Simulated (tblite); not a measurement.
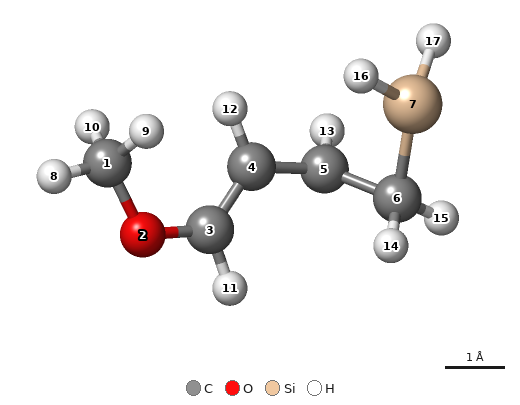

Starting structure of C₅H₁₀OSi. A ball-and-stick model, seen at a tilt.

Method: tblite, GFN2-xTB geometry optimisation, gas phase.

```xyz
17

C     2.9356    0.3096   -0.0179
O     2.2531   -0.6870   -0.7803
C     0.9593   -0.9388   -0.4557
C     0.1712   -0.3522    0.4631
C    -1.2399   -0.7317    0.7285
C    -2.2923   -0.3843   -0.2530
Si   -2.3852    1.2251    0.4824
H     3.9594    0.3901   -0.3849
H     2.4538    1.2850   -0.1514
H     2.9668    0.0413    1.0476
H     0.5688   -1.7202   -1.1096
H     0.5818    0.4037    1.1231
H    -1.5069   -0.9228    1.7659
H    -1.9977   -0.4097   -1.3070
H    -3.1991   -0.9778   -0.1863
H    -1.2604    2.1676    0.3052
H    -2.9752    1.3142    1.8466
```

Question: Predict the outcome.

Answer: The energy falls by 1.338 eV in 142 geometry steps. The largest move after the best rigid fit is that of H11, 1.80 Å. By element the largest moves are H 1.80 Å, C 0.92 Å, O 0.76 Å, Si 0.20 Å. Some distances before and after: C5–Si7 2.281 → 1.909 Å, C6–Si7 1.772 → 1.875 Å, C5–C6 1.480 → 1.536 Å, Si7–H17 1.489 → 1.452 Å. Among the angles between lasting bonds that change: C5–C6–Si7 88.6° → 67.2°, H16–Si7–H17 111.9° → 118.3°, C6–C5–H13 119.9° → 113.7°. Cost: 1.7 s on 1 thread of Arm Neoverse N1, with other jobs on the host.

Final geometry:

```xyz
17

C     3.0441   -0.0254    0.0249
O     2.0656    0.0206   -0.9816
C     0.7580   -0.0523   -0.5936
C     0.2679   -0.1611    0.6384
C    -1.1597   -0.2231    0.9731
C    -2.1866   -0.7393   -0.0453
Si   -2.3979    1.0836    0.3375
H     4.0049    0.0363   -0.4839
H     2.9442    0.8165    0.7187
H     2.9917   -0.9621    0.5907
H     0.1268   -0.0112   -1.4693
H     0.9364   -0.1857    1.4874
H    -1.3222   -0.5891    1.9808
H    -1.7884   -1.0644   -0.9952
H    -2.8938   -1.4565    0.3488
H    -1.8962    2.0550   -0.6139
H    -3.5017    1.4704    1.1987
```

The end point in the same view:

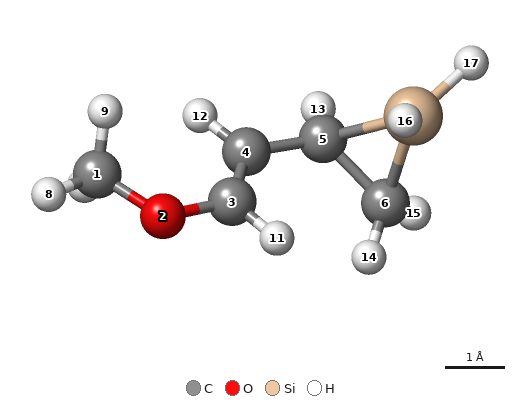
